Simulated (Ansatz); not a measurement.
A series of calculations on SiH5OCl

## 1. Relaxation

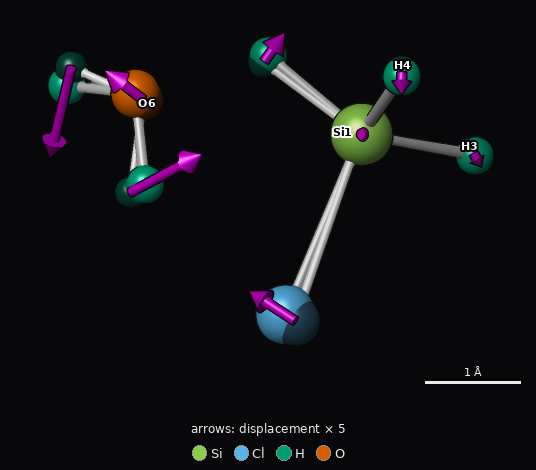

This is a relaxation of SiH5OCl. The starting structure is drawn faded, the final one solid; purple arrows show the displacements, magnified 5 times. The two geometries are superimposed by the best rigid fit.

Style: ball-and-stick. Shown at a tilt.

The run prepares an end point of a later path (reaction) calculation, from a guessed geometry.

These are results of RKS PBE0-D4/def2-SVP in Ansatz 0.2.0, not measurements.

Input file:
```yaml
crystal:
  periodic: [false, false, false]
  atoms:
    - { symbol: Si, position_ang: [0.317024, 0.041033, -0.043524] }
    - { symbol: Cl, position_ang: [0.378143, -0.058325, 2.069078] }
    - { symbol: H, position_ang: [1.757158, 0.046964, -0.442173] }
    - { symbol: H, position_ang: [-0.311086, 1.304195, -0.49924] }
    - { symbol: H, position_ang: [-0.299963, -1.190553, -0.596109] }
    - { symbol: O, position_ang: [-2.456052, 0.053548, 0.74399] }
    - { symbol: H, position_ang: [-2.882228, -0.789892, 0.559362] }
    - { symbol: H, position_ang: [-2.159996, -0.036669, 1.676314] }
basis:
  gaussian: { orbitals: def2-SVP }
hamiltonian:
  xc: pbe0
  dispersion: d4
relax:
  f_tol: 0.03
  max_steps: 50
```

Command:
```bash
ansatz run input.yaml --threads 1 --pin off --max-ram 2048MiB --backend cpu --events-out ev --progress --plain --runs-dir out
```

Atoms of which element are displaced furthest, and by how much?

Hydrogen: up to 0.23 Å, against 0.13 Å for chlorine.

What did the optimiser do to the structure, and how much energy did it gain?

The energy falls by 2.33 kJ/mol in 7 accepted moves (9 points after the start). The largest force component goes from 0.8 to 0.0033 eV/Å. The line search rejected the trial steps at points 1, 3 of the run. The forces were under the threshold at step 6, but the run went on from there. The atom that moves furthest after the best rigid fit is H7 (0.23 Å). Largest moves by element: H 0.23 Å, Cl 0.13 Å, O 0.11 Å, Si 0.02 Å. Near-neighbour distances that change, for instance: Si1–Cl2 2.116 → 2.090 Å, O6–H8 0.982 → 0.966 Å. The run took 28 s on 1 thread of Arm Neoverse V1, with other jobs on the host, peak memory 0.14 GiB.

Limits of the set-up: the start holds two separate molecules, 2.6 Å apart at their closest, whose relative position is a soft coordinate.

## 2. Relaxation

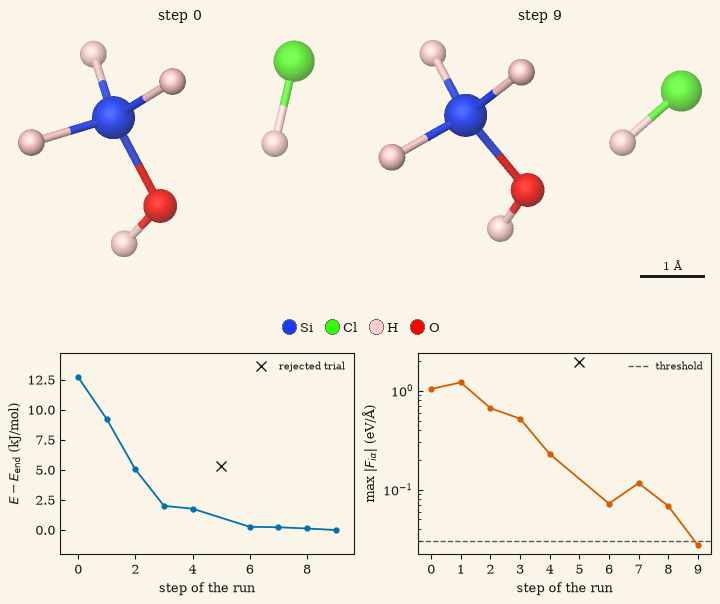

First and last geometry of a relaxation of SiH5OCl, with the history of the run. The picture is a ball-and-stick view, seen at a tilt.

The run prepares an end point of a later path (reaction) calculation, from a guessed geometry.

All numbers below come from RKS PBE0-D4/def2-SVP in Ansatz. Set-up: no spin polarisation; force threshold 0.03 eV/Å; at most 50 steps.

Read the history and describe the run.

Answer. It converged. After 8 accepted moves (9 points after the start) the energy has fallen by 12.7 kJ/mol. The largest force component goes from 1 to 0.027 eV/Å. The line search rejected the trial step at point 5 of the run. The largest move after the best rigid fit is that of the Cl atom, 0.68 Å. By element the largest moves are Cl 0.68 Å, H 0.39 Å, O 0.28 Å, Si 0.15 Å. Some distances before and after: Cl–H 1.332 → 1.310 Å, O–Si 1.681 → 1.688 Å, H–Si 1.500 → 1.493 Å.

Limits of the set-up: the start holds two separate molecules, 2.2 Å apart at their closest, whose relative position is a soft coordinate.

## 3. Path

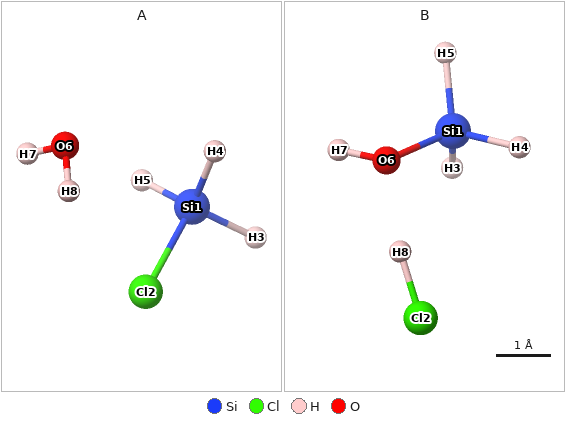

The two relaxed end points of a path for SiH5OCl, made up at the start of SiH3Cl and H$_{2}$O. A ball-and-stick model, seen at a tilt.

All numbers below come from RKS PBE0-D4/def2-SVP (Ansatz 0.2.0).

Set-up: 9 movable images; climbing image; force threshold 0.05 eV/Å; iteration limit 60.

Start:
```xyz
8

Si    0.3392    0.0328   -0.0516
Cl    0.3066   -0.1595    2.0289
H     1.7841    0.0541   -0.4208
H    -0.2962    1.3118   -0.4498
H    -0.2950   -1.1595   -0.6711
O    -2.5621    0.0312    0.7202
H    -2.7754   -0.9087    0.7253
H    -2.1580    0.1681    1.5865
```

End:
```xyz
8

Si   -0.2936   -0.0895   -0.5146
Cl   -0.7424    0.7916    3.2237
H     0.9185   -0.8360   -0.0674
H    -0.0640    1.3759   -0.4543
H    -0.6428   -0.5162   -1.9022
O    -1.6003   -0.3792    0.5135
H    -1.9540   -1.2743    0.5333
H    -1.2784    0.2979    2.1356
```

Question: Predict the minimum-energy path and its barrier.

Answer: The energy climbs by 83.4 kJ/mol to image 5 and then falls by 75.9 kJ/mol, so the end point sits at +7.6 kJ/mol. Breaking: O6–H8 (0.97 → 1.03 at the top → 1.79 Å), Si1–Cl2 (2.09 → 2.47 at the top → 3.87 Å). Forming: Cl2–H8 (2.53 → 1.86 at the top → 1.31 Å), Si1–O6 (3.00 → 1.89 at the top → 1.69 Å). The band is converged. At the top, the vibrational analysis gives one imaginary mode (180i cm⁻¹), as a transition state must have.

Energies of the converged images:

```
image  path (Å)  E (kJ/mol)
    0      0.00         0.0
    1      0.56         3.3
    2      1.13        17.3
    3      1.69        52.3
    4      2.25        77.0
    5      2.82        83.4
    6      3.19        72.3
    7      3.56        34.0
    8      3.94        12.5
    9      4.31         8.1
   10      4.69         7.6
```

The geometry at the top of the path:

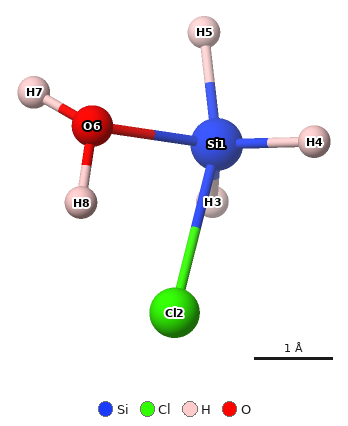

Limits of the set-up: the start holds two separate molecules, 2.5 Å apart at their closest, whose relative position is a soft coordinate.
